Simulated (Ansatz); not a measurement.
## CdSe: pressure series

Consider CdSe in the wurtzite structure (space group P6_3mc, No. 186; a = 4.3400 Å, c = 7.0780 Å).

Cell and atoms are relaxed at each pressure.

Level of theory: r2SCAN/PAW in Ansatz (a program for electronic structure), no spin-orbit coupling.

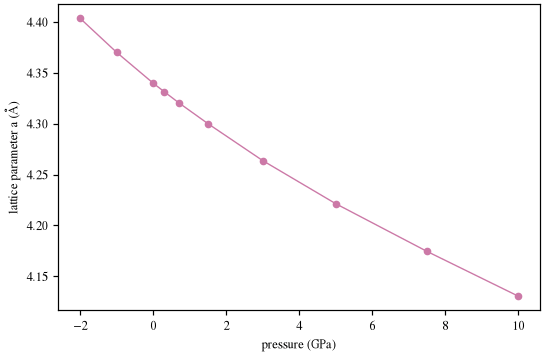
Figure. Lattice parameter a against pressure

```tsv
pressure (GPa)	lattice parameter a
-2	4.404 Å
-1	4.370 Å
0.3	4.332 Å
0.7	4.321 Å
1.5	4.300 Å
3	4.264 Å
5	4.221 Å
7.5	4.175 Å
10	4.131 Å
```

Load acts through the strain it causes; cell and atoms are relaxed under it. Stability against distortions was not tested. Measured, CdSe leaves this structure (for rock salt) near 2.72 GPa (temperature not stated; as listed in Datta, Sujoy, Jana, Debnarayan, arXiv (2020)), on rising pressure, with hysteresis.
